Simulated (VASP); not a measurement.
Band structure of TiO$_{2}$ (space group C2/c). Method: PBEsol GGA, VASP's PBE PAW potentials (set 64) (plane waves; VASP).

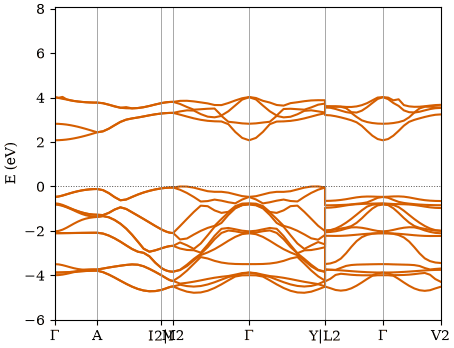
Figure: Bands along high-symmetry lines, zero at the valence-band maximum or, without a gap, the Fermi level

**Question.** Read the plot: is there a gap, and where are the band edges?

**Answer.** The gap is indirect, 2.08 eV, from the valence maximum at Γ-Y at 0.91 to the conduction minimum at Γ. (Edges off the drawn lines would not show.)

The structure comes from a computed database's TiO2 entry (C2/c); how it stands against other phases isn't given here. It was relaxed first.
